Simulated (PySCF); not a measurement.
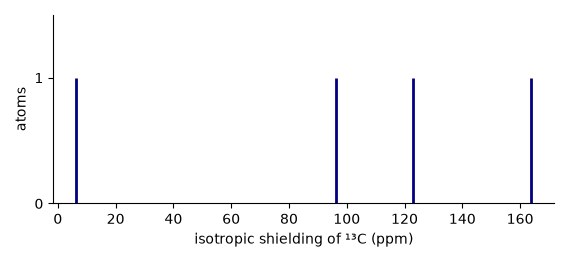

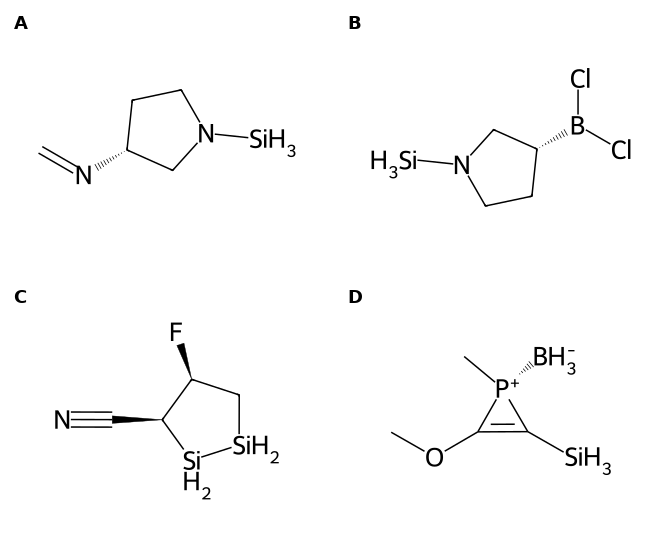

The sticks are computed shieldings of one of the molecules, for one fixed geometry (PBE0-D3(BJ)/def2-SVP) without averaging over rotations. Low shielding means a high chemical shift. Method: GIAO PBE0/pcSseg-1 NMR shielding, non-relativistic, IEF-PCM chloroform (PySCF 2.14.0).

Which molecule gives this pattern?

Answer. D, `[BH3-][P@+]1(C)C([SiH3])=C1OC`. Its 4 C atoms give lines at 6.3, 96.1, 122.8, 163.9 ppm.
